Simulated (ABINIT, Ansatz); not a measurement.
# How the form of the self-energy moves the gap of CsSnI3 (Pm-3m)

How much does the gap of CsSnI3 (Pm-3m) depend on the approximation to the self-energy?

Calculated with ABINIT 10.8.3; PBE and many-body steps on it, plane waves.

**1. The structure**

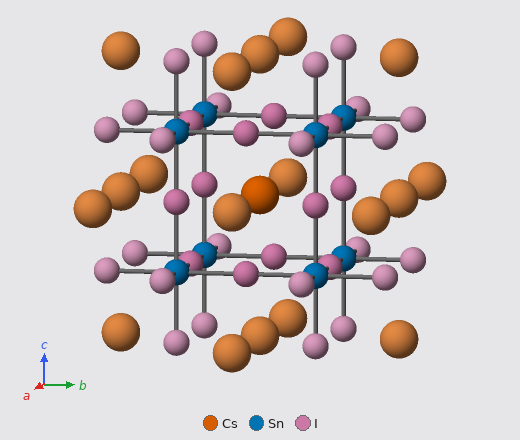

Start, viewed slightly off an axis; caesium orange, tin blue, iodine pink. Some periodic images of atoms are drawn too.

The cell and positions are those that the Materials Project relaxed with its own functionals (PBE, PBE+U or r2SCAN), kept fixed. Spin-orbit coupling is left out unless a step names it.

**2. Empty states on the mesh, 2×2×2 mesh, 397 bands**

This step: ABINIT 10.8.3; DFT, PBE, plane waves, norm-conserving pseudopotentials.

The sums over transitions need many empty states on a uniform mesh; this step solves for them.

File run.abi:

```
acell 3*1.0 Angstrom
rprim 
  6.286228000000 0.000000000000 0.000000000000
  0.000000000000 6.286228000000 0.000000000000
  0.000000000000 0.000000000000 6.286228000000
ntypat 3
znucl 55 50 53
natom 5
typat 1 2 3 3 3
xred 
  0.500000000000 0.500000000000 0.500000000000
  0.000000000000 0.000000000000 0.000000000000
  0.500000000000 0.000000000000 0.000000000000
  0.000000000000 0.000000000000 0.500000000000
  0.000000000000 0.500000000000 0.000000000000
pp_dirpath "pseudos"
pseudos "Cs.upf, Sn.upf, I.upf"
ecut 38
ngkpt 2 2 2
nshiftk 1
shiftk 0 0 0
kptopt 1
chksymbreak 0
iscf -2
irdden 1
istwfk *1
nband 397
nbdbuf 36
tolwfr 1e-09
nstep 60
prtvol 0
indata_prefix "in"
outdata_prefix "out"
tmpdata_prefix "tmp"
```

Command:

```
$ OMP_NUM_THREADS=2 mpirun -n 4 abinit run.abi > log
```

Numbers of over 12 decimals in the logs are rounded to 6 here.

Log:

```text
.Version 10.8.3 of ABINIT. v10.8.2 released Aug 2026.

 Symmetries : space group Pm -3 m (#221); Bravais cP (primitive cubic)
[... echo of the input left out ...]
== DATASET  1 ==================================================================
-   mpi_nproc: 4, omp_nthreads: 2 (-1 if OMP is not activated)

--- !DatasetInfo
iteration_state: {dtset: 1, }
dimensions: {natom: 5, nkpt: 4, mband: 397, nsppol: 1, nspinor: 1, nspden: 1, mpw: 18805, }
cutoff_energies: {ecut:  38.0, pawecutdg:  -1.0, }
[...]
2.41931    2.41931    2.41931    2.42515    2.42515    2.42515    2.42528    2.42528
   2.42528    2.43288    2.43288    2.43288    2.45357    2.45358    2.45359    2.47468
   2.47873    2.47881    2.48047    2.48808    2.49761
 prteigrs : prtvol=0 or 1, do not print more k-points.

== END DATASET(S) ==============================================================
================================================================================

 -outvars: echo values of variables after computation  --------
            nband         397
             nkpt           4
          spgroup         221
 [... the other variables as echoed above ...]

 Calculation completed.
```

Wall time 7 min (4 MPI ranks of Arm Neoverse V2, shared host); peak memory 1.1 GiB.

Numbers from this step:

- gap: 0.4814 eV
- k of the valence top: 0.5, 0.5, 0.5
- k of the conduction bottom: 0.5, 0.5, 0.5
- least direct gap: 0.4814 eV
- k points computed: 4
- lowest point of the top converged band, above the valence top: 58.7075 eV

On this mesh the gap is 0.481 eV.

The density comes from a self-consistent run that is not shown.

**3. Screening, 2×2×2 mesh, 179 bands, screening to 141.5 eV**

The RPA dielectric matrix is built and inverted for each q.

This step: RPA screening on PBE, plane waves, norm-conserving pseudopotentials.

run.abi: that of step 2 with these lines changed.

```diff
@@ -23,10 +23,11 @@
 chksymbreak 0
-iscf -2
-irdden 1
 istwfk *1
-nband 397
-nbdbuf 36
-tolwfr 1e-09
-nstep 60
-prtvol 0
+occopt 1
+irdwfk 1
+optdriver 3
+nband 179
+ecuteps 5.2
+inclvkb 2
+awtr 1
+symchi 1
 indata_prefix "in"
```

Command:

```
$ OMP_NUM_THREADS=1 mpirun -n 8 abinit run.abi > log
```

Log:

```text
.Version 10.8.3 of ABINIT. v10.8.2 released Aug 2026.

 Symmetries : space group Pm -3 m (#221); Bravais cP (primitive cubic)
[... echo of the input left out ...]
== DATASET  1 ==================================================================
-   mpi_nproc: 8, omp_nthreads: 1 (-1 if OMP is not activated)

--- !DatasetInfo
iteration_state: {dtset: 1, }
dimensions: {natom: 5, nkpt: 4, mband: 179, nsppol: 1, nspinor: 1, nspden: 1, mpw: 18805, }
cutoff_energies: {ecut:  38.0, pawecutdg:  -1.0, }
electrons: {nelect:   1.06000000E+02, charge:   0.00000000E+00, occopt:   1.00000000E+00, tsmear:   1.00000000E-02, }

 SCREENING: Calculation of the susceptibility and dielectric matrices

 Based on a program developped by R.W. Godby, V. Olevano, G. Onida, and L. Reining.
 Incorporated in ABINIT by V. Olevano, G.-M. Rignanese, and M. Torrent.
.Using double precision arithmetic ; gwpc =  8

[... cell and pseudopotentials left out ...]
--------------------------------------------------------------------------------

 ==== K-mesh for the wavefunctions ====
 Number of points in the irreducible wedge :     4
[... list of points left out ...]
 Together with 48 symmetry operations and time-reversal symmetry
 yields     8 points in the full Brillouin Zone.

 ==== Q-mesh for the screening function ====
 Number of points in the irreducible wedge :     4
[... list of points left out ...]
 Together with 48 symmetry operations and time-reversal symmetry
 yields     8 points in the full Brillouin Zone.

 setmesh: FFT mesh size selected  =    45x   45x   45
          total number of points  =        91125

 vcoul_init : cutoff-mode = AUXILIARY_FUNCTION
 q-points for optical limit:   1
     1)      0.000010    0.000020    0.000030

- screening: taking advantage of time-reversal symmetry
- Maximum band index for partially occupied states nbvw = 53
- Remaining bands to be divided among processors   nbcw = 126
- Number of bands treated by each node ~15

 Number of electrons calculated from density =  106.0000; Expected =  106.0000
 average of density, n =  0.063232
 r_s =    1.5571
 omega_plasma =   24.2563 [eV]

 calculating chi0 at frequencies [eV] :
  1    0.000000E+00    0.000000E+00
  2    0.000000E+00    2.425633E+01

--------------------------------------------------------------------------------
  q-point number  1        q = ( 0.000000, 0.000000, 0.000000) [r.l.u.]
--------------------------------------------------------------------------------
[... chi0 elements left out ...]
 For q-point:  0.000010 0.000020 0.000030
  dielectric constant = 106.8188
  dielectric constant without local fields = 133.7062

  Average fulfillment of the sum rule on Im[epsilon] for q-point    1 :     41.78  [%]
[... wings left out ...]
  q-point number  2        q = ( 0.500000, 0.000000, 0.000000) [r.l.u.]
--------------------------------------------------------------------------------
[... chi0 elements left out ...]
  Average fulfillment of the sum rule on Im[epsilon] for q-point    2 :     46.63  [%]

 [... 2 further q-points ...]
```

The job ended after 2.5 min (8 MPI ranks; peak memory 6.4 GiB).

This step gave:

| Quantity | Value |
| --- | --- |
| ε∞ with local fields, on this mesh, along the program's q direction | 106.8 |
| the same without local fields | 133.7 |
| plasma frequency | 24.26 eV |
| plane waves in the screening matrix | 949 |

Local fields lower ε∞ by 20 %. The value itself is an artefact of the mesh, where one narrow direct gap carries too much weight.

**4. G0W0, Godby-Needs plasmon pole**

The self-energy is evaluated for the states that the input lists, and the levels follow from it, in one-shot runs by the linearised quasiparticle equation.

This step: G0W0 on PBE, plane waves, norm-conserving pseudopotentials.

run.abi: that of step 3 with these lines changed.

```diff
@@ -26,8 +26,17 @@
 irdwfk 1
-optdriver 3
+optdriver 4
 nband 179
+gwcalctyp 0
+ecutsigx 38
+symsigma 1
+nkptgw 2
+kptgw 
+  0.5000000000 0.5000000000 0.5000000000
+  0.0000000000 0.0000000000 0.0000000000
+bdgw 
+  50 56
+  51 56
 ecuteps 5.2
-inclvkb 2
-awtr 1
-symchi 1
+irdscr 1
+ppmodel 1
 indata_prefix "in"
```

Log:

```text
.Version 10.8.3 of ABINIT. v10.8.2 released Aug 2026.

 Symmetries : space group Pm -3 m (#221); Bravais cP (primitive cubic)
[... echo of the input left out ...]
== DATASET  1 ==================================================================
-   mpi_nproc: 8, omp_nthreads: 1 (-1 if OMP is not activated)

--- !DatasetInfo
iteration_state: {dtset: 1, }
dimensions: {natom: 5, nkpt: 4, mband: 179, nsppol: 1, nspinor: 1, nspden: 1, mpw: 18805, }
cutoff_energies: {ecut:  38.0, pawecutdg:  -1.0, }
electrons: {nelect:   1.06000000E+02, charge:   0.00000000E+00, occopt:   1.00000000E+00, tsmear:   1.00000000E-02, }

 SIGMA: Calculation of the GW corrections

 Based on a program developped by R.W. Godby, V. Olevano, G. Onida, and L. Reining.
 Incorporated in ABINIT by V. Olevano, G.-M. Rignanese, and M. Torrent.
.Using double precision arithmetic ; gwpc =  8

[... cell and pseudopotentials left out ...]
--------------------------------------------------------------------------------

 ==== K-mesh for the wavefunctions ====
 Number of points in the irreducible wedge :     4
[... list of points left out ...]
 Together with 48 symmetry operations and time-reversal symmetry
 yields     8 points in the full Brillouin Zone.

 ==== Q-mesh for screening function ====
 Number of points in the irreducible wedge :     4
[... list of points left out ...]
 Together with 48 symmetry operations and time-reversal symmetry
 yields     8 points in the full Brillouin Zone.

 vcoul_init : cutoff-mode = AUXILIARY_FUNCTION
 q-points for optical limit:   1
     1)      0.000010    0.000020    0.000030
 setmesh: FFT mesh size selected  =    72x   72x   72
          total number of points  =       373248

 Number of electrons calculated from density =  106.0000; Expected =  106.0000
 average of density, n =  0.063232
 r_s =    1.5571
 omega_plasma =   24.2563 [eV]

 === KS Band Gaps ===
  >>>> For spin  1
   Minimum direct gap =   0.4813 [eV], located at k-point      :   0.5000  0.5000  0.5000
   Fundamental gap    =   0.4813 [eV], Top of valence bands at :   0.5000  0.5000  0.5000
                                       Bottom of conduction at :   0.5000  0.5000  0.5000
 SIGMA fundamental parameters:
 PLASMON POLE MODEL  1
 number of plane-waves for SigmaX                18805
 number of plane-waves for SigmaC and W            949
 number of plane-waves for wavefunctions         18805
 number of bands                                   179
 number of independent spin polarizations            1
 number of spinorial components                      1
 number of k-points in IBZ                           4
 number of q-points in IBZ                           4
 number of symmetry operations                      48
 number of k-points in BZ                            8
 number of q-points in BZ                            8
 number of frequencies for dSigma/dE                 9
 frequency step for dSigma/dE [eV]                0.25
 number of omega for Sigma on real axis              0
 max omega for Sigma on real axis  [eV]           0.00
 zcut for avoiding poles [eV]                     0.10

 EPSILON^-1 parameters (SCR file):
 dimension of the eps^-1 matrix on file            949
 dimension of the eps^-1 matrix used               949
 number of plane-waves for wavefunctions         18805
 number of bands                                   179
 number of q-points in IBZ                           4
 number of frequencies                               2
 number of real frequencies                          1
 number of imag frequencies                          1

 matrix elements of self-energy operator (all in [eV])

 Perturbative Calculation

--- !SelfEnergy_ee
iteration_state: {dtset: 1, }
kpoint     : [   0.500,    0.500,    0.500, ]
spin       : 1
KS_gap     :    0.481
QP_gap     :    0.890
Delta_QP_KS:    0.408
data: !SigmaeeData |
     Band     E0 <VxcDFT>   SigX SigC(E0)      Z dSigC/dE  Sig(E)    E-E0       E
       50   1.957 -13.386 -16.194   2.500   0.782  -0.280 -13.626  -0.241   1.716
       51   1.957 -13.386 -16.194   2.500   0.782  -0.280 -13.626  -0.241   1.716
       52   1.957 -13.386 -16.194   2.500   0.782  -0.280 -13.626  -0.241   1.716
       53   3.493 -14.211 -15.453   1.514   0.789  -0.267 -13.996   0.215   3.708
       54   3.974 -10.553  -6.743  -3.024   0.794  -0.260  -9.930   0.624   4.598
       55   3.974 -10.553  -6.743  -3.024   0.794  -0.260  -9.930   0.624   4.598
[...]
--- !SelfEnergy_ee
iteration_state: {dtset: 1, }
kpoint     : [   0.000,    0.000,    0.000, ]
spin       : 1
KS_gap     :    4.316
QP_gap     :    4.735
Delta_QP_KS:    0.418
data: !SigmaeeData |
     Band     E0 <VxcDFT>   SigX SigC(E0)      Z dSigC/dE  Sig(E)    E-E0       E
[...]
54   5.859  -6.224  -2.837  -3.204   0.831  -0.203  -6.072   0.152   6.011
       55   6.866  -6.273  -2.799  -3.143   0.831  -0.204  -5.998   0.276   7.141
       56   6.866  -6.273  -2.799  -3.143   0.831  -0.204  -5.998   0.276   7.141

== END DATASET(S) ==============================================================
================================================================================

 -outvars: echo values of variables after computation  --------
           etotal      0.0000000000E+00
            nband         179
             nkpt           4
          spgroup         221
 [... the other variables as echoed above ...]

 Calculation completed.
```

It took 53 s on 8 MPI ranks; peak memory 5.8 GiB; 7.1 min of CPU time.

Numbers from this step:

```
G0W0 gap on the points computed              : 0.8900 eV
starting gap on the mesh                     : 0.4814 eV
k of the valence top                         : 0.5, 0.5, 0.5
k of the conduction bottom                   : 0.5, 0.5, 0.5
Z at the valence top                         : 0.789
Z at the conduction bottom                   : 0.794
least direct G0W0 gap on the computed points : 0.8900 eV
```

The gap on the mesh goes from 0.48 eV to 0.89 eV, a correction of +0.41 eV.

**5. G0W0, Engel-Farid plasmon pole**

run.abi: that of step 4 with these lines changed.

```diff
@@ -40,3 +40,3 @@
 irdscr 1
-ppmodel 1
+ppmodel 4
 indata_prefix "in"
```

Log:

```text
.Version 10.8.3 of ABINIT. v10.8.2 released Aug 2026.

 Symmetries : space group Pm -3 m (#221); Bravais cP (primitive cubic)
[... echo of the input left out ...]
== DATASET  1 ==================================================================
-   mpi_nproc: 8, omp_nthreads: 1 (-1 if OMP is not activated)

--- !DatasetInfo
iteration_state: {dtset: 1, }
dimensions: {natom: 5, nkpt: 4, mband: 179, nsppol: 1, nspinor: 1, nspden: 1, mpw: 18805, }
cutoff_energies: {ecut:  38.0, pawecutdg:  -1.0, }
electrons: {nelect:   1.06000000E+02, charge:   0.00000000E+00, occopt:   1.00000000E+00, tsmear:   1.00000000E-02, }

 SIGMA: Calculation of the GW corrections

 Based on a program developped by R.W. Godby, V. Olevano, G. Onida, and L. Reining.
 Incorporated in ABINIT by V. Olevano, G.-M. Rignanese, and M. Torrent.
.Using double precision arithmetic ; gwpc =  8

[... cell and pseudopotentials left out ...]
--------------------------------------------------------------------------------

 ==== K-mesh for the wavefunctions ====
 Number of points in the irreducible wedge :     4
[... list of points left out ...]
 Together with 48 symmetry operations and time-reversal symmetry
 yields     8 points in the full Brillouin Zone.

 ==== Q-mesh for screening function ====
 Number of points in the irreducible wedge :     4
[... list of points left out ...]
 Together with 48 symmetry operations and time-reversal symmetry
 yields     8 points in the full Brillouin Zone.

 vcoul_init : cutoff-mode = AUXILIARY_FUNCTION
 q-points for optical limit:   1
     1)      0.000010    0.000020    0.000030
 setmesh: FFT mesh size selected  =    72x   72x   72
          total number of points  =       373248

 Number of electrons calculated from density =  106.0000; Expected =  106.0000
[...]
number of omega for Sigma on real axis              0
 max omega for Sigma on real axis  [eV]           0.00
 zcut for avoiding poles [eV]                     0.10

 EPSILON^-1 parameters (SCR file):
 dimension of the eps^-1 matrix on file            949
 dimension of the eps^-1 matrix used               949
 number of plane-waves for wavefunctions         18805
 number of bands                                   179
 number of q-points in IBZ                           4
 number of frequencies                               2
 number of real frequencies                          1
 number of imag frequencies                          1

 matrix elements of self-energy operator (all in [eV])

 Perturbative Calculation

--- !SelfEnergy_ee
iteration_state: {dtset: 1, }
kpoint     : [   0.500,    0.500,    0.500, ]
spin       : 1
KS_gap     :    0.481
QP_gap     :    0.919
Delta_QP_KS:    0.438
data: !SigmaeeData |
     Band     E0 <VxcDFT>   SigX SigC(E0)      Z dSigC/dE  Sig(E)    E-E0       E
       50   1.957 -13.386 -16.194   2.378   0.767  -0.304 -13.716  -0.330   1.626
       51   1.957 -13.386 -16.194   2.378   0.767  -0.304 -13.716  -0.330   1.626
       52   1.957 -13.386 -16.194   2.378   0.767  -0.304 -13.716  -0.330   1.626
[...]
--- !SelfEnergy_ee
iteration_state: {dtset: 1, }
kpoint     : [   0.000,    0.000,    0.000, ]
spin       : 1
KS_gap     :    4.316
QP_gap     :    4.775
Delta_QP_KS:    0.458
data: !SigmaeeData |
     Band     E0 <VxcDFT>   SigX SigC(E0)      Z dSigC/dE  Sig(E)    E-E0       E
[...]
55   6.866  -6.273  -2.799  -3.175   0.812  -0.232  -6.030   0.243   7.109
       56   6.866  -6.273  -2.799  -3.175   0.812  -0.232  -6.030   0.243   7.109

== END DATASET(S) ==============================================================
================================================================================

 -outvars: echo values of variables after computation  --------
           etotal      0.0000000000E+00
            nband         179
             nkpt           4
          spgroup         221
 [... the other variables as echoed above ...]

 Calculation completed.
```

Run time: 49 s. Hardware: 8 MPI ranks; peak memory 5.3 GiB; 6.5 min of CPU time.

This step gave:

* G0W0 gap on the points computed: 0.919 eV
* starting gap on the mesh: 0.4814 eV
* k of the valence top: 0.5, 0.5, 0.5
* k of the conduction bottom: 0.5, 0.5, 0.5
* Z at the valence top: 0.78
* Z at the conduction bottom: 0.784
* least direct G0W0 gap on the computed points: 0.919 eV

Against G0W0 in ABINIT (2×2×2 mesh, 179 bands, screening to 141.5 eV, Godby-Needs plasmon pole), the gap moves by +0.029 eV.

(Continued in part 2 of 2.)

[Paths, hosts, dates, memory and timing lines, banners, echoed tables and standing remarks are left out of the program output.]

[Logs are printed without paths, hosts, clocks, repeated set-up lines and the standing remarks that a program may print on its own settings, such as how far it seeks lower states.]

[Runs of the session that timed out or met a known fault of the program may be left out.]

[Hosts, paths, dates, database ids (printed as entryN), source tags and the programs' standing remarks are cut or masked in the printed files.]

[G0W0 gaps are taken among the corrected bands and points alone; a level outside them can change the order at an edge.]

[Where Ansatz stands beside ABINIT at settings called matched, ABINIT's density can come from a denser mesh and the files from another edition; pairs whose starting gaps differed by over 0.03 eV were left out, so agreement reads better than it is.]
